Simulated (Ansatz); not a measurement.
# ZrBrF3: a spread of methods and bases

How do the results and run time of ZrBrF3 respond when the settings are drawn wide?

Computed with Ansatz 0.2.0, Gaussian basis. Level: the settings change from run to run.

1 further run of the same task is left out (set aside as unsound or not needed). Runs told in other sessions of the task aren't counted.

## Step 1: The relaxed structure

The structure was relaxed beforehand with PBE0-D4/def2-SVP. Zr takes a core potential in def2 sets; no spin-orbit term is included.

5 atoms, charge 0, spin multiplicity 1.

Atoms are counted from 1 here; the program's logs count them from 0.

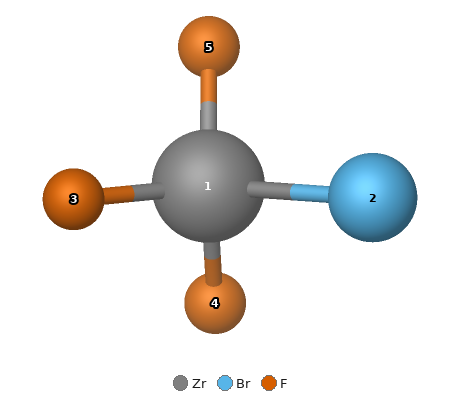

The structure; zirconium grey, bromine blue, fluorine orange; atoms are numbered from 1 in the order of the file.

As a file:

```xyz
5
charge 0, multiplicity 1
Zr   -0.0003    0.0008   -0.1128
Br    0.0066   -0.0170    2.3829
F     1.7729    0.0098   -0.7617
F    -0.8934    1.5404   -0.7433
F    -0.8858   -1.5341   -0.7652
```

## Step 2: wB97/def2-SVP

Input file in.yaml:

```yaml
crystal:
  periodic: [false, false, false]
  atoms:
    - {symbol: Zr, position_ang: [-0.000292, 0.000821, -0.112770]}
    - {symbol: Br, position_ang: [0.006566, -0.016972, 2.382915]}
    - {symbol: F, position_ang: [1.772919, 0.009837, -0.761663]}
    - {symbol: F, position_ang: [-0.893406, 1.540375, -0.743327]}
    - {symbol: F, position_ang: [-0.885778, -1.534060, -0.765153]}
basis:
  gaussian: {orbitals: def2-SVP}
hamiltonian: {xc: {name: wB97}}
scf: {omitted_lower_state_checks: [starts]}
output: {forces: true}
```

Run with:

```console
$ ansatz run in.yaml --threads 4 --pin off --events-out ev --progress --plain --max-ram 3916MiB
```

What it wrote (excerpt; [...] marks lines left out):

```text
Functional definition: wB97
  name "wB97"
  cite "Chai & Head-Gordon, J. Chem. Phys. 128, 084106 (2008) doi:10.1063/1.2834918"
  cite "Becke, J. Chem. Phys. 107, 8554 (1997) doi:10.1063/1.475007"
[...]
  # The coefficients of nought are those of the uniform gas.
[...]
      + integral(e_c_pw_opposite_spin*poly(b97_u_opposite, 1, cos1, cos2, cos3, cos4))
[...]
1067 factors; their error is unknown
301 factors; integrals over basis functions are off by at most 1.9e-5 eV
[...]
mean field -79474.24206219 eV, -2920.6245262093 hartree, gradient 3.4e-5 eV, S^2 0.000000; 0 other end points of the search recorded, 0 dependent functions left out
[...]
reference -79474.24204185 eV, -2920.6245254618 hartree; 37, 37 occupied and 68, 68 virtual orbitals, 1067 factors
Total energy: -79474.24204185 eV, -2920.6245254618 hartree
Atom 0 at    -0.000292     0.000821    -0.112770 Å, force    -0.000039    -0.001858     0.185131 eV/Å
Atom 1 at     0.006566    -0.016972     2.382915 Å, force     0.000104    -0.000095     0.021658 eV/Å
Atom 2 at     1.772919     0.009837    -0.761663 Å, force     0.114166     0.000785    -0.069332 eV/Å
Atom 3 at    -0.893406     1.540375    -0.743327 Å, force    -0.057493     0.099051    -0.068083 eV/Å
Atom 4 at    -0.885778    -1.534060    -0.765153 Å, force    -0.056738    -0.097882    -0.069374 eV/Å
Dipole moment:    -0.000174     0.000616    -0.080323 e Å
Checks for a lower state left out: starts
```

Run time: 3.8 s. Hardware: 4 threads of Arm Neoverse V2, shared host.

Largest force 0.185 eV/Å, dipole 0.39 D.

## Step 3: r2SCAN/def2-TZVPP

Set apart from the defaults: D4 dispersion.

in.yaml: that of step 2 with these lines changed.

```diff
@@ -9,4 +9,4 @@
 basis:
-  gaussian: {orbitals: def2-SVP}
-hamiltonian: {xc: {name: wB97}}
+  gaussian: {orbitals: def2-TZVPP}
+hamiltonian: {xc: {name: r2SCAN}, dispersion: d4}
 scf: {omitted_lower_state_checks: [starts]}
```

Launched as before.

What it wrote (excerpt; [...] marks lines left out):

```text
Functional definition: r2SCAN
  name "r2SCAN"
  cite "Furness, Kaplan, Ning, Perdew & Sun, J. Phys. Chem. Lett. 11, 8208 (2020) doi:10.1021/acs.jpclett.0c02405"
  cite "Furness, Kaplan, Ning, Perdew & Sun, J. Phys. Chem. Lett. 11, 9248 (2020) doi:10.1021/acs.jpclett.0c03077"
  parent r2scan
[...]
1156 factors; their error is unknown
[...]
mean field -79487.68088517 eV, -2921.1183938449 hartree, gradient 3.7e-5 eV, S^2 0.000000; 0 other end points of the search recorded, 0 dependent functions left out
[...]
reference -79487.68090829 eV, -2921.1183946944 hartree; 37, 37 occupied and 160, 160 virtual orbitals, 1156 factors
Total energy: -79487.70769919 eV, -2921.1193792418 hartree
Atom 0 at    -0.000292     0.000821    -0.112770 Å, force    -0.000461    -0.000287    -0.028686 eV/Å
Atom 1 at     0.006566    -0.016972     2.382915 Å, force     0.000265    -0.000858     0.128179 eV/Å
Atom 2 at     1.772919     0.009837    -0.761663 Å, force     0.060030     0.000393    -0.033529 eV/Å
Atom 3 at    -0.893406     1.540375    -0.743327 Å, force    -0.030167     0.052091    -0.032661 eV/Å
Atom 4 at    -0.885778    -1.534060    -0.765153 Å, force    -0.029667    -0.051339    -0.033303 eV/Å
Dipole moment:    -0.000047     0.000274    -0.032941 e Å
Checks for a lower state left out: starts
```

Wall time 5 s (4 threads of Arm Neoverse V2, shared host).

Largest force 0.128 eV/Å, dipole 0.16 D.

## Step 4: revPBE/def2-TZVP

Options: finite nuclei, relativity set to none, the search for lower states set to light.

in.yaml: that of step 3 with these lines changed.

```diff
@@ -9,5 +9,4 @@
 basis:
-  gaussian: {orbitals: def2-TZVPP}
-hamiltonian: {xc: {name: r2SCAN}, dispersion: d4}
-scf: {omitted_lower_state_checks: [starts]}
-output: {forces: true}
+  gaussian: {orbitals: def2-TZVP, nuclear_model: gaussian}
+hamiltonian: {xc: {name: revPBE}, pseudopotentials: {relativity: none}}
+scf: {lower_state_search: light}
```

Launched as before.

What it wrote:

```text
Functional definition: revPBE
  name "revPBE"
  cite "Zhang & Yang, Phys. Rev. Lett. 80, 890 (1998) doi:10.1103/PhysRevLett.80.890"
  cite "Perdew, Burke & Ernzerhof, Phys. Rev. Lett. 77, 3865 (1996) doi:10.1103/PhysRevLett.77.3865"
  parameter kappa = 1.245
  parameter beta = 0.06672455060314922
  exchange = pbe_x(kappa = kappa, mu = beta*pi^2/3)
  correlation = pbe_c(beta = beta)
1165 factors; their error is unknown
mean field evaluation 1: about -79475.8202 eV, gradient 6.8e1 eV
mean field evaluation 2: about -79397.1991 eV, gradient 2.4e2 eV
mean field evaluation 4: about -79481.8237 eV, gradient 1.3e1 eV
mean field evaluation 8: about -79482.3181 eV, gradient 5.0e-2 eV
mean field evaluation 16: about -79482.2938 eV, gradient 6.6e-5 eV
mean field -79482.29384767 eV, -2920.9204238681 hartree, gradient 6.6e-5 eV, S^2 0.000000; 0 other end points of the search recorded, 0 dependent functions left out
reference -79482.29394108 eV, -2920.9204273009 hartree; 37, 37 occupied and 144, 144 virtual orbitals, 1165 factors
Total energy: -79482.29394108 eV, -2920.9204273009 hartree
```

Run time: 1.6 s. Hardware: 4 threads of Arm Neoverse V2, shared host.

## Step 5: revPBE0/def2-TZVPP

Options: multiplicity 3, a grid of angular degree 23, a point charge of 1.00 e beside it, D4 dispersion, the search for lower states set to off.

in.yaml: that of step 4 with these lines changed.

```diff
@@ -9,4 +9,5 @@
 basis:
-  gaussian: {orbitals: def2-TZVP, nuclear_model: gaussian}
-hamiltonian: {xc: {name: revPBE}, pseudopotentials: {relativity: none}}
-scf: {lower_state_search: light}
+  gaussian: {orbitals: def2-TZVPP, final_grid: {core_spheres: 8, valence_spheres: 7, degree: 23}, point_charges: [{charge: 1.00, position_ang: [6.333, -0.546, -0.219]}]}
+magnetization: {spin_polarized: true, initial_magnetization: 2}
+hamiltonian: {xc: {name: revPBE0}, dispersion: d4}
+scf: {lower_state_search: off}
```

Launched as before.

What it wrote (excerpt; [...] marks lines left out):

```text
Functional definition: revPBE0
  name "revPBE0"
  cite "Zhang & Yang, Phys. Rev. Lett. 80, 890 (1998) doi:10.1103/PhysRevLett.80.890"
  cite "Adamo & Barone, J. Chem. Phys. 110, 6158 (1999) doi:10.1063/1.478522"
  cite "Perdew, Burke & Ernzerhof, Phys. Rev. Lett. 77, 3865 (1996) doi:10.1103/PhysRevLett.77.3865"
[...]
1271 factors; their error is unknown
[...]
mean field -79475.89690650 eV, -2920.6853406160 hartree, gradient 1.7e-6 eV, S^2 2.005753; 0 other end points of the search recorded, 0 dependent functions left out
reference -79475.89697846 eV, -2920.6853432605 hartree; 38, 36 occupied and 159, 161 virtual orbitals, 1271 factors
Total energy: -79476.15888762 eV, -2920.6949682446 hartree
Checks for a lower state left out: stability, starts, cluster_reference, orbital_swaps, neighbouring_geometries, increment
```

Wall time 14 s (4 threads of Arm Neoverse V2, shared host); peak memory 0.91 GiB.

⟨S²⟩ 2.006.

## Step 6: The runs in one table

```
             level  charge  multiplicity               geometry  functions  energy (eV)   time
     wB97/def2-SVP       0             1                relaxed        105   -79474.242  3.8 s
 r2SCAN/def2-TZVPP       0             1                relaxed        197   -79487.708    5 s
  revPBE/def2-TZVP       0             1                relaxed        181   -79482.294  1.6 s
revPBE0/def2-TZVPP       0             3  relaxed, point charge        197   -79476.159   14 s
```

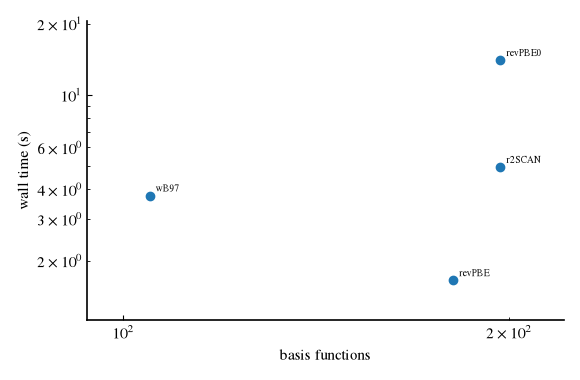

Wall time against the number of basis functions (shared host).

## Step 7: Results

```
                                         quantity                     value
                                             runs                         4
                                         quickest   revPBE/def2-TZVP, 1.6 s
                                          slowest  revPBE0/def2-TZVPP, 14 s
spread of total energies, same state and geometry                   13.5 eV
                  dipole, same state and geometry            0.16 to 0.39 D
```

**Reading.** revPBE0/def2-TZVPP took 8 times as long as revPBE/def2-TZVP. The jobs differ in tasks and options as well as level. The totals spread over 13 eV; they can't be compared across methods or bases. At the PBE0-D4/def2-SVP geometry and in the same state, the sound runs without point charges leave forces up to 0.19 eV/Å (wB97/def2-SVP).
